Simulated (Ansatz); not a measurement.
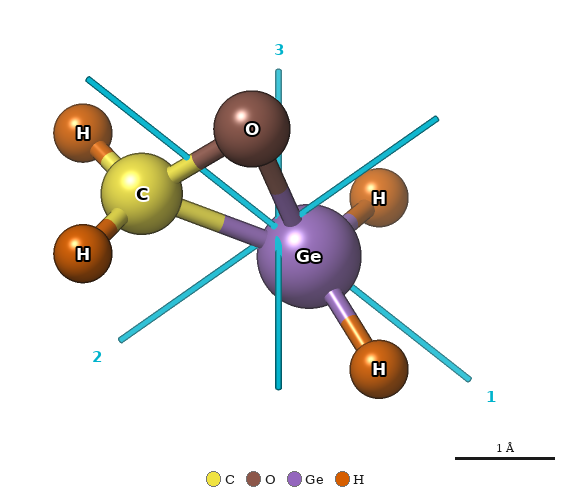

The three principal axes of inertia are drawn and numbered. Distant atoms are faded towards the background colour. The computed structure is the end point of a PBE0-D4/def2-TZVP optimisation. No frequency run is at hand to confirm it as a minimum. Masses are those of the most abundant isotopes; constants are for the rigid equilibrium geometry.

Which line is the a axis (least moment of inertia), which b and which c?

Answer. a is line 1, b is line 2, c is line 3; the moments are 22.0, 73.9, 85.7 u Å².

What kind of rotor is it, and what are its rotational constants in MHz?

Answer. An asymmetric top (Cs): A = 22953, B = 6843, C = 5897 MHz. Ray's parameter κ is −0.89, close to the prolate limit.
